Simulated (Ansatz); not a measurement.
# BiN (model cell, started as zinc blende): following an unstable mode, part 3 of 3

Wanted: the energy along a soft mode of BiN (model cell, started as zinc blende) and the structure at the end.

Ansatz 0.2.0; DFT PBEsol, scalar-relativistic, plane waves, PAW.

So far. Step 5 (Energy along the mode, all amplitudes (two of the runs …): The lowest of the steps tried is at 0.22 Å, 3.96 meV/atom below the parent; the bottom of the well need not coincide with a step. Step 7 (The new phase in its own primitive cell): The largest force component left is 0.83 meV/Å and the pressure is 0.004 GPa, within the tolerances set. The cell now holds 19.00 Å³/atom. The relaxed cell has a, b, c = 4.476, 6.040, 5.623 Å (conventional setting).

The structure was built from a prototype and need not be the compound's stable phase.

## (8) Modes of the new phase, k-mesh 12×12×8

A relaxed structure may still be a saddle point, so its zone-centre modes are computed. No field response is asked, since the mesh shows no gap.

input.yaml reads:

```yaml
crystal:
  lattice:
    - [2.2382249034, -3.0201655381, 0.0]
    - [2.2382249034, 3.0201655381, 0.0]
    - [0.0, 0.0, 5.6227548336]
  atoms:
    - { symbol: Bi, position: [0.2989076856, 0.2989076856, 0.5] }
    - { symbol: Bi, position: [0.7010923144, 0.7010923144, 0.0] }
    - { symbol: "N", position: [0.1802144491, 0.8197855509, 0.25] }
    - { symbol: "N", position: [0.8197855509, 0.1802144491, 0.75] }
kpoints:
  mp_grid: { grid: [12, 12, 8] }
hamiltonian:
  xc: pbesol
scf:
  occupations: { method: methfessel_paxton, width: 0.2 }
output:
  eigenvalues: true
phonons:
  method: dfpt
```

Started as:

```sh
$ ansatz run input.yaml --threads 4 --pin off --max-ram 7168MiB --backend cpu --events-out ev --progress --plain --runs-dir out
```

Numbers of over 12 decimals in the logs are rounded to 6 here.

What it wrote:

```text
[...]
Crystal: 4 atoms, lattice volume = 76.018 Å³
Basis set: ecut = 420 eV, 1507 PW (Γ), exchange–correlation on 54×54×80 points (8 copies of the dense FFT grid, shifted against one another)
Bands: 24, of which v1, the nominal top of the filled ones, is band 20 counted from 1 (19 counted from 0)
Symmetry: 4 space group operations
k-points: 580 of 1152 (irreducible under 1 space group operation, time reversal used)
[...]
SCF iter   1: F=—  HF=-25238.091904 eV  |F-HF|=—  |Δ(HF+E_count)|=         —  Δρ=1.36e-2  dr2=1.75e-1  ethr=1.77e-3  ⟨swp⟩=5.3  Hψ=61161  notcnv=0
[...]
SCF iter  10: F=-25238.056866 eV  HF=-25238.056866 eV  |F-HF|=3.64e-12  |Δ(HF+E_count)|=  2.91e-11  S|Δr|=    0.00e0  Δρ=8.19e-8  dr2=5.49e-12  ethr=1.00e-12  ⟨swp⟩=6.4  Hψ=69007  notcnv=0
SCF 1 converged in 10 iterations: F = -25238.056866 eV  dr2 = 5.49e-12
[...]
DFPT response loops at Γ: preconditioner auto → Kerker (q_TF=auto, 2.451 Å⁻¹) (partly filled bands, converged f_vac=0.000); β = 1.00, the filter's whole step (`scf.mixing.beta` (0.50) is not read by the response loops under this deck's `scf.mixing.preconditioner`; to damp them name `kerker` or `kerker_dos`, under which they read `scf.mixing.beta`, and type it under 1.00, their step now; both keys bind the ground state too); Broyden in place of MSR1
SCF converged after 10 iterations
[...]
Free energy (F): -25238.056866 eV
[...]
Internal energy: -25238.059559 eV  (E = F + TS)
E sigma→0 (E₀):  -25238.057539 eV
Entropy (-TS):   0.002693 eV (0.673 meV/atom)
Fermi energy:    10.812052 eV
[...]
--- Band table (eV; the first three rows and the last of 580) ---
  k-point 0: bands = [... 16 lower, 8.6820, 9.1753, 9.1779, 10.0926, 10.9708, 14.2093, 14.5960, 14.6089]
  k-point 1: bands = [... 16 lower, 8.6300, 9.0608, 9.2625, 9.9604, 11.1952, 14.2634, 14.2749, 14.7081]
  k-point 2: bands = [... 16 lower, 8.4873, 8.7126, 9.4521, 9.8559, 11.5891, 13.6385, 14.5046, 14.9520]
  k-point 579: bands = [... 16 lower, 6.6263, 6.6263, 10.3155, 10.3155, 13.0384, 13.0384, 14.2435, 14.2435]
--- Phonons (Γ-DFPT): 6 representative perturbations + reference, on 580 of 1152 k-points (Σ response iterations 18) ---
  k mesh reduced under 1 symmetry operation, with k and −k counted as one. Each operation leaves every solved perturbation unchanged. A smaller set is not used because it would not reduce the number of displacements times k-points to solve
  ASR residual: 2.954e-5 → 0.000e0 eV/Å²; symmetrization residual: 2.368e-6 eV/Å²
  ASR residual per site (eV/Å²): 2.95e-5 2.95e-5 9.91e-6 9.91e-6
  Γ frequencies (cm⁻¹): 0.00 0.00 0.00 57.48 88.04 103.06 143.77 263.75 292.03 317.71 435.09 551.54
  non-analytic LO–TO correction: not included (Born effective charges unavailable; polar crystals: no LO–TO splitting at Γ)
```

It took 3.5 min on 4 threads of Arm Neoverse V1, shared host; peak memory 3.7 GiB; 13 min of CPU time.

Numbers from this step:

```
sum-rule residual before enforcement                    : 2.95e-5 eV/Å²
point group                                             : 222
highest optical mode at the zone centre (no LO-TO term) : 551.5 cm⁻¹
lowest optical zone-centre mode                         : 57.48 cm⁻¹
```

Patterns of degenerate modes are one choice out of their space. Modes at Γ, with each element's share of the kinetic energy:

| mode | frequency (cm⁻¹) | symmetry | Bi % | N % |
| --- | --- | --- | --- | --- |
| 1 | 0.0 | acoustic | 94 | 6 |
| 2 | 0.0 | acoustic | 94 | 6 |
| 3 | 0.0 | acoustic | 94 | 6 |
| 4 | 57.5 | B1 | 98 | 2 |
| 5 | 88.0 | B1 | 4 | 96 |
| 6 | 103.1 | A | 97 | 3 |
| 7 | 143.8 | B2 | 100 | 0 |
| 8 | 263.8 | B3 | 4 | 96 |
| 9 | 292.0 | B2 | 6 | 94 |
| 10 | 317.7 | A | 3 | 97 |
| 11 | 435.1 | B1 | 4 | 96 |
| 12 | 551.5 | B3 | 2 | 98 |

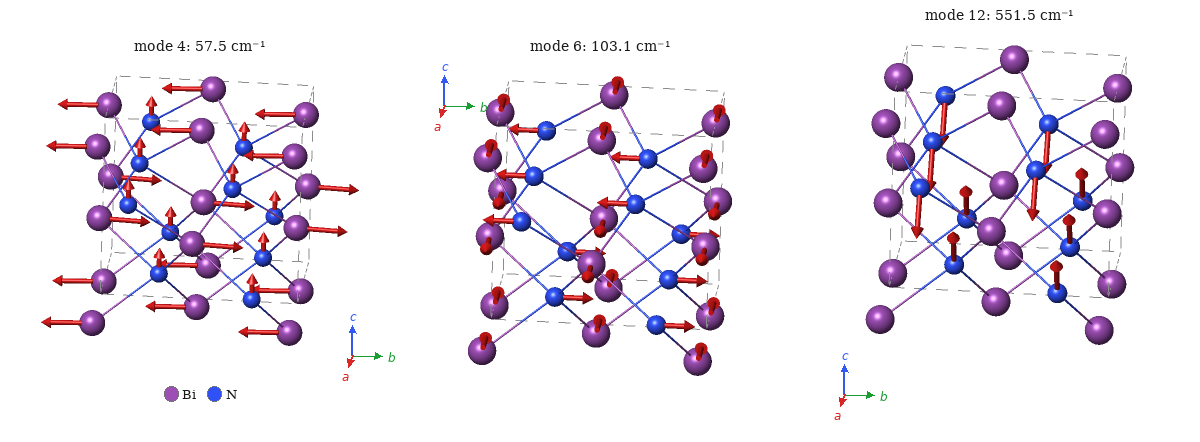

Displacement patterns of modes 4, 6 and 12 at Γ; arrows are exaggerated. 2×1×1 conventional cells are drawn. Some periodic images of atoms are drawn too.

Before it was imposed, the acoustic sum rule was missed by 3.0e-5 eV/Å². Small misses are needed for a sound result but don't prove that mesh and cutoff are converged. The lowest optical mode is real, 57.5 cm⁻¹.

## (9) Results

```
unstable mode of the parent                                                      : q = (0, -0.5, -0.5), 107i cm⁻¹
depth at the lowest point sampled                                                : 3.96 meV/atom
largest atomic shift at that point                                               : 0.22 Å
space group reached (within 0.01 Å)                                              : C222_1
energy gained over the parent (first relaxation, on the mesh of the frozen mode) : 72.6 meV/atom
volume per atom, phase reached                                                   : 19.0 Å³
lowest optical zone-centre mode, phase reached                                   : 57.5 cm⁻¹
highest optical mode at the zone centre (no LO-TO term), phase reached           : 552 cm⁻¹
```

In words: Along this mode the structure falls into C222_1, 72.6 meV/atom below the parent. At the parent's cell the well is 3.956 meV/atom deep on the steps tried, with its lowest point at a shift of 0.22 Å. Relaxing atoms and cell changes the gain by +68.65 meV/atom against the lowest step (energies at zero smearing). Most of the total comes from this relaxation. The new phase has no imaginary mode at the zone centre of its cell; other wavevectors were not checked. Of the 4 patterns followed to their end from this parent, this one ends 184 meV/atom above the lowest, Pmmn. Each path keeps the symmetry of its pattern, so a lower phase may lie along a pattern not tried. With no gap, or one that is small against the smearing, the frequencies hang on the k mesh and the smearing, most of all near Kohn anomalies. Spin-orbit coupling is left out, which can matter for the heavy elements here. A phonon run warned that its eigensolver left some bands unconverged in a pass. The starting cell was built on a prototype and not taken from a measurement, so the phase need not exist.

[Logs are printed without paths, hosts, clocks, repeated set-up lines and the standing remarks that a program may print on its own settings, such as how far it seeks lower states.]

[Hosts, paths, dates, database ids (printed as entryN), source tags and the programs' standing remarks are cut or masked in the printed files.]
